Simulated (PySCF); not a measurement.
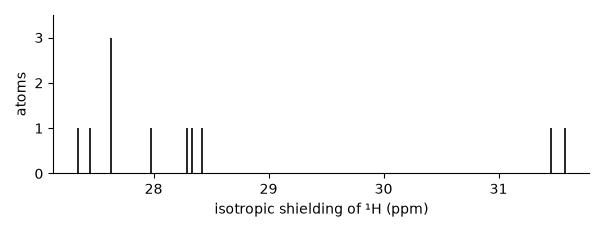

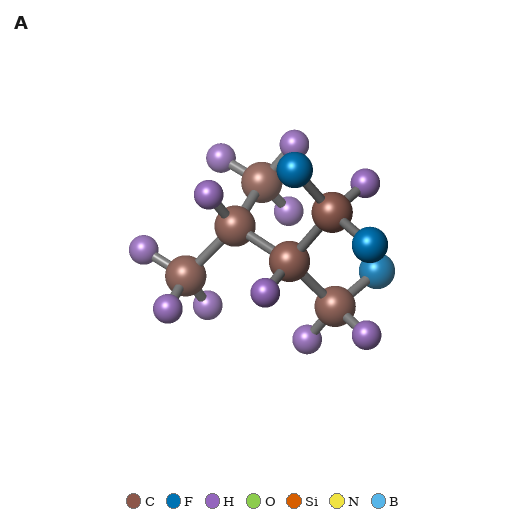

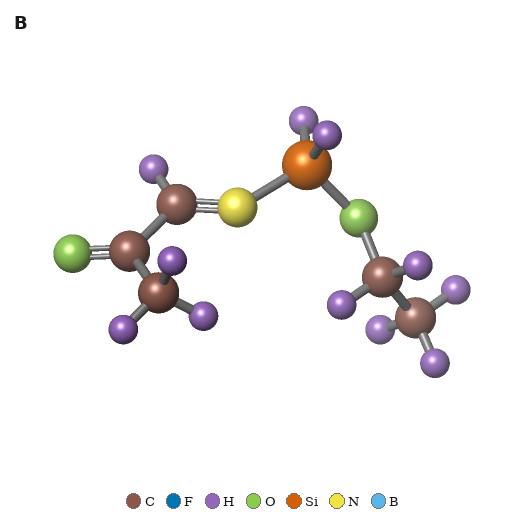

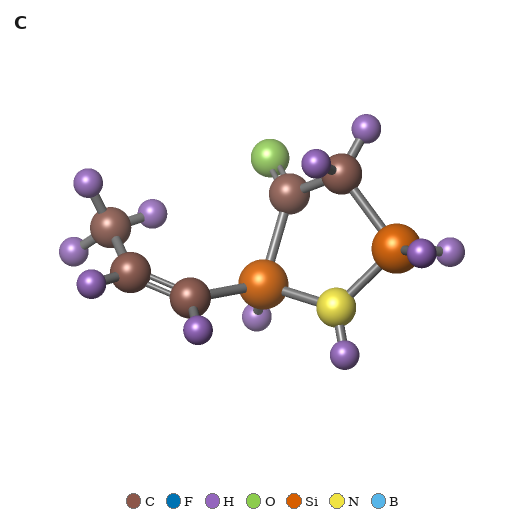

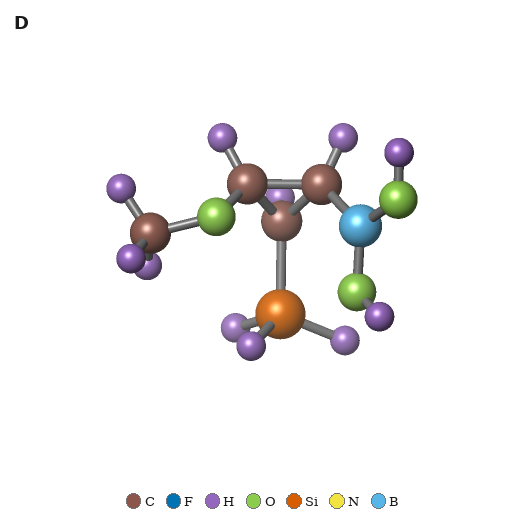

The sticks are computed shieldings of one of the molecules, for one fixed geometry (GFN2-xTB) without averaging over rotations. Low shielding means a high chemical shift. Method: GIAO PBE0/pcSseg-1 NMR shielding, non-relativistic, gas phase (PySCF 2.14.0).

### Which molecule gives this pattern?

D, `CO[C@@H]1[C@H]([SiH3])[C@@H]1B(O)O`. Its 11 H atoms give lines at 27.34, 27.45, 27.63 (3 atoms), 27.98, 28.29, 28.34, 28.42, 31.46, 31.58 ppm.

The geometry is semi-empirical. Around B, Si such bond lengths and angles can be off by a tenth of an ångström or more and by several degrees, and values that hang on the shape move with them.
